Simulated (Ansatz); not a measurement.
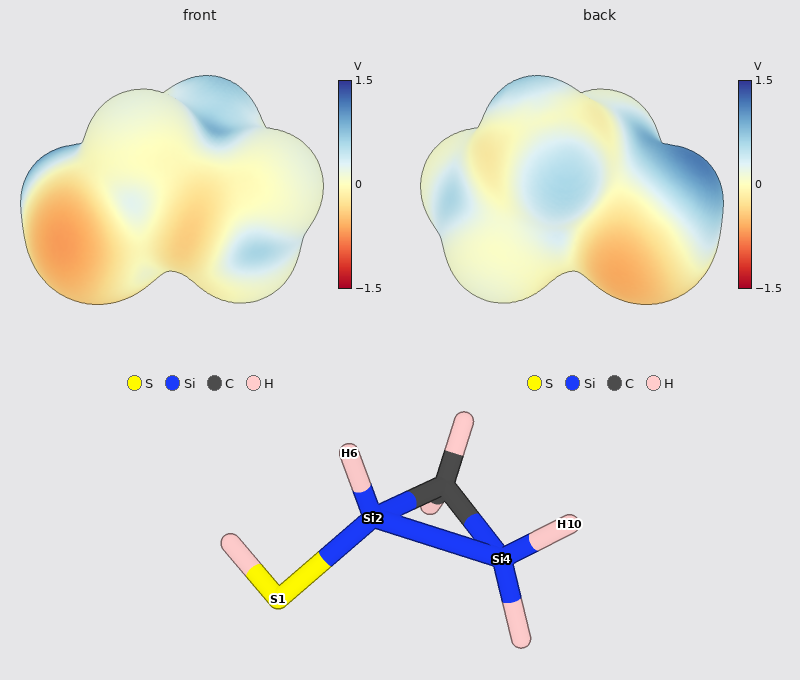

Figure. CH6SSi2. The molecular electrostatic potential painted on the density surface at 0.001 e/bohr³, seen from the front and from behind; red is negative and blue positive. The bare structure is drawn below in the same view.

Geometry: PBE0-D4/def2-TZVP.

Theory: RKS PBE0-D4/def2-TZVPP (Ansatz).

```json
{"atom": "S", "x (Å)": "-2.5571", "y (Å)": "0.1011", "z (Å)": "-0.3230"}
{"atom": "Si", "x (Å)": "-0.6286", "y (Å)": "0.5731", "z (Å)": "0.4369"}
{"atom": "C", "x (Å)": "0.8608", "y (Å)": "0.1757", "z (Å)": "-0.6598"}
{"atom": "Si", "x (Å)": "0.8313", "y (Å)": "-1.1019", "z (Å)": "0.7476"}
{"atom": "H", "x (Å)": "-2.6296", "y (Å)": "1.1538", "z (Å)": "-1.1583"}
{"atom": "H", "x (Å)": "-0.5551", "y (Å)": "1.8572", "z (Å)": "1.1738"}
{"atom": "H", "x (Å)": "1.6786", "y (Å)": "0.8942", "z (Å)": "-0.6593"}
{"atom": "H", "x (Å)": "0.6561", "y (Å)": "-0.1967", "z (Å)": "-1.6612"}
{"atom": "H", "x (Å)": "0.4999", "y (Å)": "-2.4934", "z (Å)": "0.3651"}
{"atom": "H", "x (Å)": "1.9270", "y (Å)": "-1.0141", "z (Å)": "1.7414"}
```

Q: Describe the electrostatic potential map.

A: The most negative region (about −0.7 V) lies over S1, the most positive (about +1.1 V) over H5.
